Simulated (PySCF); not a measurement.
Vertical excitations of a molecule C₂H₆FNOSi from TDDFT-PBE/def2-SVPD in PySCF, as energy in eV (oscillator strength): 5.24 (0.021), 6.13 (0.004), 6.19 (0.001), 6.22 (0.045), 6.49 (0.027), 6.54 (0.021), 6.62 (0.003), 6.96 (0.011), 7.06 (0.003), 7.08 (0.007). Lowest triplet (TDA): 5.11 eV. The structure is a stationary point at ωB97X-D3(BJ)/def2-SVP. The values are those of a single conformer.

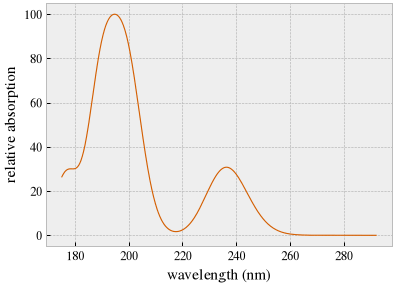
Figure. The lines broadened by 0.4 eV.

Which structure fits?
A. C=C[Si@](N)(O)F
B. N[SiH2]O/C=C/F
C. N[Si]1(F)COC1
D. FC/N=C/O[SiH3]

C, N[Si]1(F)COC1
